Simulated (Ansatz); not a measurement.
## Ag wire along [110], 17 atoms a period: bands along the axis

Aim: is the Ag wire along [110], 17 atoms a period a metal or a semiconductor?

Main program and level: Ansatz 0.2.0; DFT PBE, plane waves, PAW; relaxation of a wire's period; PAW set soft_1, in the first sound run; inputs show where later runs differ.

### Step 1. The structure

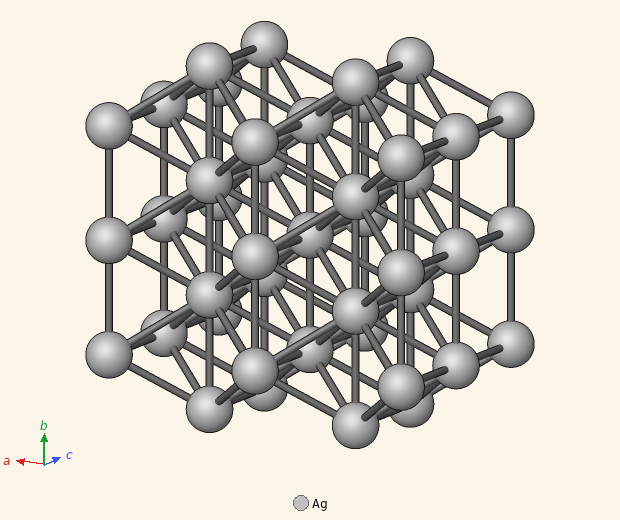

The cell as given, at a slant to the c axis (silver light grey). 1×1×2 cells are drawn. Some periodic images of atoms are drawn too.

The cell holds 17 atoms: 17 Ag. Its edges and angles: a = 15.100 Å, b = 15.603 Å, c = 2.934 Å, α = 90.0°, β = 90.0°, γ = 90.0°. Vacuum lies along a and b. The structure's axis is c.

### Step 2. The relaxed wire

Band widths follow the bond lengths, so the wire is relaxed first. The atoms and the third cell vector are free; the box across stays fixed as vacuum. A Fermi-Dirac smearing is set since the result may be a metal. The pressure printed is a third of the stress's trace over the whole box, vacuum included; only the stress along the axis is relaxed.

input.yaml

```yaml
crystal:
  lattice:
    - [15.1, 0.0, 0.0]
    - [0.0, 15.603, 0.0]
    - [0.0, 0.0, 2.9344931419]
  atoms:
    - { symbol: Ag, position: [0.225165563, 0.68808773, 0.0] }
    - { symbol: Ag, position: [0.225165563, 0.500015363, 0.0] }
    - { symbol: Ag, position: [0.5, 0.68808773, 0.0] }
    - { symbol: Ag, position: [0.5, 0.500015363, 0.0] }
    - { symbol: Ag, position: [0.774834437, 0.68808773, 0.0] }
    - { symbol: Ag, position: [0.774834437, 0.500015363, 0.0] }
    - { symbol: Ag, position: [0.362582781, 0.217906813, 0.5] }
    - { symbol: Ag, position: [0.362582781, 0.40597918, 0.5] }
    - { symbol: Ag, position: [0.362582781, 0.594051547, 0.5] }
    - { symbol: Ag, position: [0.362582781, 0.782123914, 0.5] }
    - { symbol: Ag, position: [0.637417219, 0.217906813, 0.5] }
    - { symbol: Ag, position: [0.637417219, 0.40597918, 0.5] }
    - { symbol: Ag, position: [0.637417219, 0.594051547, 0.5] }
    - { symbol: Ag, position: [0.637417219, 0.782123914, 0.5] }
    - { symbol: Ag, position: [0.225165563, 0.311942996, 0.0] }
    - { symbol: Ag, position: [0.5, 0.311942996, 0.0] }
    - { symbol: Ag, position: [0.774834437, 0.311942996, 0.0] }
kpoints:
  mp_grid: { grid: [1, 1, 28] }
scf:
  occupations: { method: fermi_dirac, width: 0.05 }
hamiltonian:
  xc: pbe
  pseudopotentials: { kind: paw, azcp: { folder: soft_1 } }
relax:
  cell: { fix: [a, b, alpha, beta, gamma] }
  max_steps: 45
  f_tol: 0.03
```

Run with:

```bash
$ ansatz run input.yaml --threads 4 --pin off --max-ram 16384MiB --backend cpu --events-out ev --progress --plain --runs-dir out
```

Numbers of over 12 decimals in the logs are rounded to 6 here.

Output:

```text
Engine: ansatz 0.2.0, aarch64-unknown-linux-gnu
Pseudopotentials: kind: paw
Pseudopotential: Ag, paw, valence charge 19, recommended cutoff 420 eV (normal), soft_1/Ag.paw.azcp
Functional definition: PBE
  parameter kappa = 0.804
  parameter beta = 0.066725
  exchange = pbe_x(kappa = kappa, mu = beta*pi^2/3)
  correlation = pbe_c(beta = beta)
Crystal: 17 atoms, lattice volume = 691.382 Å³
Basis set: ecut = 420 eV, 13407 PW (Γ), exchange–correlation on 216×216×40 points (8 copies of the dense FFT grid, shifted against one another)
Bands: 194, of which v1, the nominal top of the filled ones, is band 162 counted from 1 (161 counted from 0)
Symmetry: 8 space group operations
Space group: Pmmm (ITA 47), of the structure as read, at distance tolerance 8.8e-5 Å
k-points: 15 of 28
Non-local potential: Ag, projectors of the file, l = 0: 3, l = 1: 2, l = 2: 2, l = 3: 1
PAW form: soft (Blöchl's): semilocal exchange-correlation on the pseudo side does not see the compensation charge
PAW one-centre angular grid: Ag, 590 points (default); XC on 64 Gauss nodes
Initial density: superposition of atomic densities (neutral atoms: chi_scale 0, normalization atom)
Initial wavefunctions: pseudopotential atomic-orbital guess
Functional: x = pbe(κ = 0.804, μ = 0.219515), c = pbe(β = 0.066725)
SCF iter   1: F=—  HF=-129037.311205 eV  |F-HF|=—  |Δ(HF+E_count)|=         —  Δρ=3.59e-2  dr2=1.20e1  ethr=3.10e-3  ⟨swp⟩=6.1  Hψ=11059  notcnv=0  defer=77
preconditioner: auto → LDOS  [metal: Δε(μ)=0.102 eV  Ē_g=8.068 eV  σ=0.050 eV  W_gap=0.46  n_scr=146 (ndim 8)  ℏωp=19.3 eV  f_vac=0.489  D(μ)=4.47/eV (n_scr^D=20)  β→1.0]
SCF iter   2: F=—  HF=-129040.570821 eV  |F-HF|=—  |Δ(HF+E_count)|=    3.26e0  Δρ=5.58e-2  dr2=2.11e1  ethr=3.10e-3  ⟨swp⟩=2.6  Hψ=6018  notcnv=0  defer=325
SCF iter   3: F=—  HF=-129034.557580 eV  |F-HF|=—  |Δ(HF+E_count)|=    6.01e0  Δρ=1.24e-2  dr2=9.57e-1  ethr=3.10e-3  ⟨swp⟩=2.1  Hψ=5102  notcnv=0  defer=327
SCF iter   4: F=—  HF=-129034.306567 eV  |F-HF|=—  |Δ(HF+E_count)|=   2.51e-1  Δρ=1.19e-3  dr2=9.03e-3  ethr=2.96e-4  ⟨swp⟩=2.0  Hψ=4652  notcnv=0  defer=331
SCF iter   5: F=—  HF=-129034.305959 eV  |F-HF|=—  |Δ(HF+E_count)|=   6.08e-4  Δρ=6.04e-4  dr2=2.46e-3  ethr=2.79e-6  ⟨swp⟩=2.6  Hψ=5387  notcnv=0  defer=331
SCF iter   6: F=—  HF=-129034.305790 eV  |F-HF|=—  |Δ(HF+E_count)|=   1.70e-4  Δρ=1.14e-4  dr2=1.37e-4  ethr=7.63e-7  ⟨swp⟩=2.0  Hψ=4371  notcnv=0  defer=331
SCF iter   7: F=—  HF=-129034.305792 eV  |F-HF|=—  |Δ(HF+E_count)|=   2.70e-6  Δρ=5.03e-5  dr2=1.92e-5  ethr=4.26e-8  ⟨swp⟩=2.0  Hψ=3991  notcnv=0  defer=331
SCF iter   8: F=—  HF=-129034.305955 eV  |F-HF|=—  |Δ(HF+E_count)|=   1.63e-4  Δρ=1.41e-5  dr2=1.50e-6  ethr=5.95e-9  ⟨swp⟩=2.0  Hψ=3995  notcnv=0  defer=331
SCF iter   9: F=—  HF=-129034.305956 eV  |F-HF|=—  |Δ(HF+E_count)|=   6.79e-7  Δρ=7.11e-6  dr2=4.37e-7  ethr=4.65e-10  ⟨swp⟩=2.3  Hψ=3994  notcnv=0  defer=331
SCF iter  10: F=-129034.305956 eV  HF=-129034.305956 eV  |F-HF|=4.23e-9  |Δ(HF+E_count)|=   5.98e-8  Δρ=2.48e-6  dr2=3.32e-8  ethr=3.10e-11  ⟨swp⟩=3.0  Hψ=10764  notcnv=0
SCF 1 converged in 10 iterations: F = -129034.305956 eV  dr2 = 3.32e-8
  greatest PAW one-centre occupation: 1.001 electrons in one spin orbital (limit 2), on the Ag atom at site 3 (counted from 0), in its partial waves of l = 0
relax step   1: F+E_penalty+E_count = -129034.30595578 eV  Δ(F+E_penalty+E_count) = +0.000e0 eV  max|allowed force component| = 2.965e-1 eV/Å  Δτ_max = 0.0000 Å  P = -1.288 GPa  Ω = 691.382 Å³  fix = [a, b, alpha, beta, gamma]  reactions: a -1.002, b -1.116 GPa  (10 SCF iters, dr2 threshold 1.00e-7 eV, accepted)
Crystal: 17 atoms, lattice volume = 673.486 Å³
Basis set: ecut = 420 eV, 13163 PW (Γ), exchange–correlation on 216×216×40 points (8 copies of the dense FFT grid, shifted against one another)
Initial density: handed on by an earlier stage of this run
Initial wavefunctions: those handed on with the density
iter 1 solved again at ethr=4.77e-5 eV; its pass at ethr=3.10e-3 eV (dr2=1.54e-1 eV) is discarded
SCF iter   1: F=—  HF=-129034.478645 eV  |F-HF|=—  |Δ(HF+E_count)|=         —  Δρ=4.63e-3  dr2=1.54e-1  ethr=4.77e-5  ⟨swp⟩=3.4  Hψ=14701  notcnv=0
preconditioner: auto → LDOS  [metal: Δε(μ)=0.019 eV  Ē_g=8.577 eV  σ=0.050 eV  W_gap=0.09  n_scr=150 (ndim 8)  ℏωp=19.6 eV  f_vac=0.501  D(μ)=6.55/eV (n_scr^D=36)  β→1.0]
SCF iter   2: F=—  HF=-129034.503221 eV  |F-HF|=—  |Δ(HF+E_count)|=   2.46e-2  Δρ=6.04e-3  dr2=2.50e-1  ethr=4.77e-5  ⟨swp⟩=2.7  Hψ=5751  notcnv=0
SCF iter   3: F=—  HF=-129034.437038 eV  |F-HF|=—  |Δ(HF+E_count)|=   6.62e-2  Δρ=6.29e-4  dr2=5.25e-3  ethr=4.77e-5  ⟨swp⟩=2.1  Hψ=5209  notcnv=0  defer=134
SCF iter   4: F=—  HF=-129034.436935 eV  |F-HF|=—  |Δ(HF+E_count)|=   1.03e-4  Δρ=3.44e-4  dr2=6.39e-4  ethr=1.62e-6  ⟨swp⟩=2.0  Hψ=4359  notcnv=0  defer=176
SCF iter   5: F=—  HF=-129034.437228 eV  |F-HF|=—  |Δ(HF+E_count)|=   2.93e-4  Δρ=6.04e-5  dr2=3.42e-5  ethr=1.98e-7  ⟨swp⟩=2.0  Hψ=4898  notcnv=0  defer=176
SCF iter   6: F=—  HF=-129034.437232 eV  |F-HF|=—  |Δ(HF+E_count)|=   3.86e-6  Δρ=3.03e-5  dr2=7.10e-6  ethr=1.06e-8  ⟨swp⟩=2.0  Hψ=4054  notcnv=0  defer=176
SCF iter   7: F=-129034.437232 eV  HF=-129034.437232 eV  |F-HF|=1.22e-7  |Δ(HF+E_count)|=   2.88e-9  Δρ=6.96e-6  dr2=3.33e-7  ethr=5.26e-10  ⟨swp⟩=4.4  Hψ=9162  notcnv=0
SCF 2 converged in 7 iterations: F = -129034.437232 eV  dr2 = 3.33e-7
relax step   2: F+E_penalty+E_count = -129034.43723180 eV  Δ(F+E_penalty+E_count) = -1.313e-1 eV  max|allowed force component| = 1.937e-1 eV/Å  Δτ_max = 0.1382 Å  P = +1.022 GPa  Ω = 673.486 Å³  energy of the carried Pulay correction = +3.712e-3 eV  fix = [a, b, alpha, beta, gamma]  reactions: a +1.094, b +1.027 GPa  (7 SCF iters, dr2 threshold 1.70e-6 eV, accepted)
Crystal: 17 atoms, lattice volume = 678.064 Å³
Basis set: ecut = 420 eV, 13223 PW (Γ), exchange–correlation on 216×216×40 points (8 copies of the dense FFT grid, shifted against one another)
iter 1 solved again at ethr=1.09e-5 eV; its pass at ethr=3.10e-3 eV (dr2=3.52e-2 eV) is discarded
SCF iter   1: F=—  HF=-129034.505582 eV  |F-HF|=—  |Δ(HF+E_count)|=         —  Δρ=2.22e-3  dr2=3.45e-2  ethr=1.09e-5  ⟨swp⟩=2.5  Hψ=14076  notcnv=0
preconditioner: auto → LDOS  [metal: Δε(μ)=0.026 eV  Ē_g=8.521 eV  σ=0.050 eV  W_gap=0.13  n_scr=150 (ndim 8)  ℏωp=19.5 eV  f_vac=0.494  D(μ)=5.94/eV (n_scr^D=28)  β→1.0]
SCF iter   2: F=—  HF=-129034.508636 eV  |F-HF|=—  |Δ(HF+E_count)|=   3.05e-3  Δρ=2.40e-3  dr2=5.76e-2  ethr=1.07e-5  ⟨swp⟩=2.4  Hψ=5524  notcnv=0
SCF iter   3: F=—  HF=-129034.496081 eV  |F-HF|=—  |Δ(HF+E_count)|=   1.26e-2  Δρ=4.01e-4  dr2=1.70e-3  ethr=1.07e-5  ⟨swp⟩=2.1  Hψ=5087  notcnv=0
SCF iter   4: F=—  HF=-129034.496486 eV  |F-HF|=—  |Δ(HF+E_count)|=   4.05e-4  Δρ=2.61e-4  dr2=3.99e-4  ethr=5.26e-7  ⟨swp⟩=2.0  Hψ=4686  notcnv=0
SCF iter   5: F=—  HF=-129034.496387 eV  |F-HF|=—  |Δ(HF+E_count)|=   9.86e-5  Δρ=2.79e-5  dr2=1.01e-5  ethr=1.24e-7  ⟨swp⟩=2.0  Hψ=4663  notcnv=0
SCF iter   6: F=-129034.496387 eV  HF=-129034.496388 eV  |F-HF|=8.48e-7  |Δ(HF+E_count)|=   4.07e-7  Δρ=1.41e-5  dr2=1.50e-6  ethr=5.26e-10  ⟨swp⟩=5.0  Hψ=10468  notcnv=0
SCF 3 converged in 6 iterations: F = -129034.496387 eV  dr2 = 1.50e-6
relax step   3: F+E_penalty+E_count = -129034.49638678 eV  Δ(F+E_penalty+E_count) = -5.915e-2 eV  max|allowed force component| = 2.265e-2 eV/Å  Δτ_max = 0.0671 Å  P = -0.057 GPa  Ω = 678.064 Å³  energy of the carried Pulay correction = +2.752e-3 eV  fix = [a, b, alpha, beta, gamma]  reactions: a +0.032, b -0.047 GPa  (6 SCF iters, dr2 threshold 1.70e-6 eV, accepted)
Crystal: 17 atoms, lattice volume = 676.854 Å³
Basis set: ecut = 420 eV, 13219 PW (Γ), exchange–correlation on 216×216×40 points (8 copies of the dense FFT grid, shifted against one another)
iter 1 solved again at ethr=2.38e-7 eV; its pass at ethr=3.10e-3 eV (dr2=7.67e-4 eV) is discarded
SCF iter   1: F=—  HF=-129034.498380 eV  |F-HF|=—  |Δ(HF+E_count)|=         —  Δρ=3.35e-4  dr2=8.37e-4  ethr=2.38e-7  ⟨swp⟩=3.0  Hψ=13298  notcnv=0
preconditioner: auto → LDOS  [metal: Δε(μ)=0.022 eV  Ē_g=8.511 eV  σ=0.050 eV  W_gap=0.11  n_scr=150 (ndim 8)  ℏωp=19.5 eV  f_vac=0.494  D(μ)=6.17/eV (n_scr^D=32)  β→1.0]
SCF iter   2: F=—  HF=-129034.498334 eV  |F-HF|=—  |Δ(HF+E_count)|=   4.60e-5  Δρ=3.25e-4  dr2=9.13e-4  ethr=2.38e-7  ⟨swp⟩=2.3  Hψ=4714  notcnv=0
SCF iter   3: F=—  HF=-129034.498094 eV  |F-HF|=—  |Δ(HF+E_count)|=   2.39e-4  Δρ=5.94e-5  dr2=3.21e-5  ethr=2.38e-7  ⟨swp⟩=2.0  Hψ=4503  notcnv=0
SCF iter   4: F=—  HF=-129034.498692 eV  |F-HF|=—  |Δ(HF+E_count)|=   5.98e-4  Δρ=3.65e-5  dr2=7.52e-6  ethr=9.92e-9  ⟨swp⟩=2.0  Hψ=4588  notcnv=0
SCF iter   5: F=—  HF=-129034.498691 eV  |F-HF|=—  |Δ(HF+E_count)|=   1.85e-6  Δρ=8.60e-6  dr2=5.17e-7  ethr=2.33e-9  ⟨swp⟩=2.0  Hψ=4429  notcnv=0
SCF iter   6: F=-129034.498690 eV  HF=-129034.498691 eV  |F-HF|=3.55e-8  |Δ(HF+E_count)|=   6.17e-8  Δρ=2.56e-6  dr2=4.87e-8  ethr=1.88e-11  ⟨swp⟩=3.0  Hψ=11940  notcnv=0
SCF 4 converged in 6 iterations: F = -129034.498690 eV  dr2 = 4.87e-8
relax step   4: F+E_penalty+E_count = -129034.49869047 eV  Δ(F+E_penalty+E_count) = -2.304e-3 eV  max|allowed force component| = 1.527e-2 eV/Å  Δτ_max = 0.0109 Å  P = +0.025 GPa  Ω = 676.854 Å³  energy of the carried Pulay correction = +3.005e-3 eV  fix = [a, b, alpha, beta, gamma]  reactions: a +0.083, b +0.035 GPa  (6 SCF iters, dr2 threshold 6.06e-8 eV, accepted)
Initial wavefunctions: pseudopotential atomic-orbital guess (no wavefunctions were taken with the density)
iter 1 solved again at ethr=5.56e-8 eV; its pass at ethr=3.10e-3 eV (dr2=1.80e-4 eV) is discarded
SCF iter   1: F=—  HF=-129034.494865 eV  |F-HF|=—  |Δ(HF+E_count)|=         —  Δρ=4.49e-5  dr2=2.30e-6  ethr=5.56e-8  ⟨swp⟩=4.6  Hψ=21087  notcnv=0
preconditioner: auto → LDOS  [metal: Δε(μ)=0.022 eV  Ē_g=8.514 eV  σ=0.050 eV  W_gap=0.11  n_scr=150 (ndim 8)  ℏωp=19.5 eV  f_vac=0.494  D(μ)=6.15/eV (n_scr^D=32)  β→1.0]
SCF iter   2: F=—  HF=-129034.495409 eV  |F-HF|=—  |Δ(HF+E_count)|=   5.44e-4  Δρ=3.14e-5  dr2=5.05e-6  ethr=7.12e-10  ⟨swp⟩=2.9  Hψ=5954  notcnv=0
SCF iter   3: F=—  HF=-129034.495408 eV  |F-HF|=—  |Δ(HF+E_count)|=   1.34e-6  Δρ=1.30e-5  dr2=9.67e-7  ethr=7.12e-10  ⟨swp⟩=2.1  Hψ=5335  notcnv=0
SCF iter   4: F=—  HF=-129034.495408 eV  |F-HF|=—  |Δ(HF+E_count)|=   2.68e-7  Δρ=2.97e-6  dr2=5.02e-8  ethr=2.99e-10  ⟨swp⟩=2.1  Hψ=4238  notcnv=0
SCF iter   5: F=—  HF=-129034.495408 eV  |F-HF|=—  |Δ(HF+E_count)|=   1.44e-8  Δρ=6.79e-7  dr2=2.81e-9  ethr=1.55e-11  ⟨swp⟩=2.2  Hψ=4757  notcnv=0
SCF iter   6: F=-129034.495408 eV  HF=-129034.495408 eV  |F-HF|=2.47e-10  |Δ(HF+E_count)|=  7.42e-10  Δρ=7.97e-8  dr2=7.60e-11  ethr=1.00e-12  ⟨swp⟩=3.0  Hψ=11868  notcnv=0
SCF 5 converged in 6 iterations: F = -129034.495408 eV  dr2 = 7.60e-11
relax step   5: F+E_penalty+E_count = -129034.49540767 eV  Δ(F+E_penalty+E_count) = +3.283e-3 eV  max|allowed force component| = 1.536e-2 eV/Å  Δτ_max = 0.0000 Å  P = +0.029 GPa  Ω = 676.854 Å³  fix = [a, b, alpha, beta, gamma]  reactions: a +0.086, b +0.038 GPa  stress off target by 3.77e-2 GPa on what of the cell is left free  SCF on the basis re-selected at this cell (its energy is not comparable with the rows above)  (6 SCF iters)
basis re-selected at this cell: Δ(F+E_penalty+E_count) = +3.283e-3 eV, ΔP = +0.004 GPa vs the last step (what re-selecting the basis moved, of the pressure what is left beyond the Pulay correction that the steps carried, after the strain that the cell walked since its last selection, with what the two solves' SCF thresholds leave and, on support functions, any second-order correction that the steps lacked; it is no m [...]
SCF converged after 6 iterations
Free energy (F): -129034.495408 eV
Harris-Foulkes:  -129034.495408 eV  (|F-HF|=2.47e-10)
Internal energy: -129034.448045 eV  (E = F + TS)
E sigma→0 (E₀):  -129034.471726 eV
Entropy (-TS):   -0.047363 eV (-2.786 meV/atom)
Fermi energy:    5.065135 eV
--- Per-component energies (eV) ---
  E_band       = -7875.584313
  E_kinetic    = 7953.258063
  E_local      = -192409.526770  (includes V_loc(G=0)·N_el)
  E_nonlocal   = 545.460865
  E_hartree    = 93983.611559
  E_xc         = -2692.449810
  E_vxc        = -3405.797832  (∫ρ·V_xc dr)
  E_paw        = -67254.991153  (= ΣΔE_a)
  E_vpaw       = -8526.209972  (= ΣTr[D̂ρ^β])
  E_aug_tail   = 0.006383  (compensation charges beyond the density's cutoff)
  E_ewald      = 30840.182818
  E_smearing   = -0.047363  (= −TS)
  E_closure    = 0.000000  (closes the sum)
  Σ components = -129034.495408   (vs F -129034.495408, Δ=0.00e0)
--- Forces (eV/Å), atoms counted from 1 ---
  atom   1  Ag    -0.00869276    -0.00492688    -0.00000000
  atom   2  Ag    -0.00952183    -0.00000000     0.00000000
  atom   3  Ag    -0.00000000     0.00245148     0.00000000
  atom   4  Ag    -0.00000000     0.00000000     0.00000000
  atom   5  Ag     0.00869276    -0.00492688    -0.00000000
  atom   6  Ag     0.00952183     0.00000000    -0.00000000
  atom   7  Ag    -0.00412308     0.00529890     0.00000000
  atom   8  Ag     0.01535892     0.00019905     0.00000000
  atom   9  Ag     0.01535892    -0.00019905    -0.00000000
  atom  10  Ag    -0.00412308    -0.00529890    -0.00000000
  atom  11  Ag     0.00412308     0.00529890     0.00000000
  atom  12  Ag    -0.01535892     0.00019905     0.00000000
  atom  13  Ag    -0.01535892    -0.00019905    -0.00000000
  atom  14  Ag     0.00412308    -0.00529890    -0.00000000
  atom  15  Ag    -0.00869276     0.00492688     0.00000000
  atom  16  Ag     0.00000000    -0.00245148    -0.00000000
  atom  17  Ag     0.00869276     0.00492688     0.00000000
  max |Σ_I F_I| component: 3.47e-18 eV/Å
--- Stress (GPa, compression-positive) ---
        0.085688       0.000000      -0.000000
        0.000000       0.038471       0.000000
       -0.000000       0.000000      -0.037679
  P = ⅓ Tr σ = 0.0288 GPa (0.288 kbar)
--- Relaxed structure (4 steps of the walk, 4 accepted, 1 SCFs on fresh bases) ---
  F+E_penalty+E_count = -129034.49540767 eV   max|allowed force component| = 1.536e-2 eV/Å   (the final SCF, on the basis selected at the relaxed cell)
  cell:  # Å, volume = 676.8541 Å³
    - [15.1, 0, 0]
    - [0, 15.603, 0]
    - [0, 0, 2.872830]
  atoms:
    - { symbol: Ag, position: [0.227193, 0.683118, 0] }
    - { symbol: Ag, position: [0.222537, 0.500015, 0] }
    - { symbol: Ag, position: [0.5, 0.691209, 0] }
    - { symbol: Ag, position: [0.5, 0.500015, 0] }
    - { symbol: Ag, position: [0.772807, 0.683118, 0] }
    - { symbol: Ag, position: [0.777463, 0.500015, 0] }
    - { symbol: Ag, position: [0.361505, 0.223548, 0.500000] }
    - { symbol: Ag, position: [0.362121, 0.407802, 0.500000] }
    - { symbol: Ag, position: [0.362121, 0.592228, 0.500000] }
    - { symbol: Ag, position: [0.361505, 0.776483, 0.500000] }
    - { symbol: Ag, position: [0.638495, 0.223548, 0.500000] }
    - { symbol: Ag, position: [0.637879, 0.407802, 0.500000] }
    - { symbol: Ag, position: [0.637879, 0.592228, 0.500000] }
    - { symbol: Ag, position: [0.638495, 0.776483, 0.500000] }
    - { symbol: Ag, position: [0.227193, 0.316913, 0] }
    - { symbol: Ag, position: [0.5, 0.308822, 0] }
    - { symbol: Ag, position: [0.772807, 0.316913, 0] }
```

The job ended after 3.8 min (4 threads of Arm Neoverse V1, shared host; peak memory 3.1 GiB; 15 min of CPU time).

(Continued in part 2 of 2.)

[Logs are printed without paths, hosts, clocks, repeated set-up lines and the standing remarks that a program may print on its own settings, such as how far it seeks lower states.]

[Hosts, paths, dates, database ids (printed as entryN), source tags and the programs' standing remarks are cut or masked in the printed files.]
